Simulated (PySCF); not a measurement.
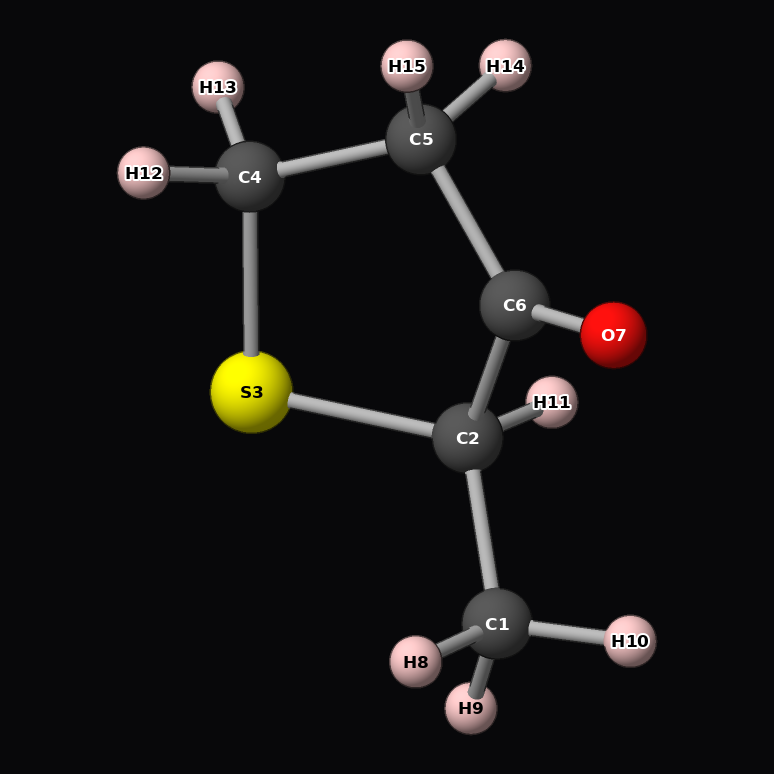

The questions are on Mulliken spin populations. State: charge +1, doublet. Computed geometry: GFN2-xTB optimisation. No frequency run is at hand to confirm it as a minimum. Method: UKS B3LYP, pcH-1 on C H O S, non-relativistic (PySCF 2.14.0).

**Which atom carries the largest spin population?**

S3 (0.70 e).

**Which atom has the lowest spin population?**

C4 (−0.03 e); a negative value comes from spin polarisation.

Give the Mulliken spin populations atom by atom.

```csv
atom,value (e)
C1,0.00
C2,0.01
S3,0.70
C4,−0.03
C5,0.03
C6,−0.01
O7,0.16
H8,0.00
H9,0.00
H10,0.00
H11,0.05
H12,0.03
H13,0.04
H14,0.00
H15,0.00
```

Mulliken values depend strongly on the basis set.
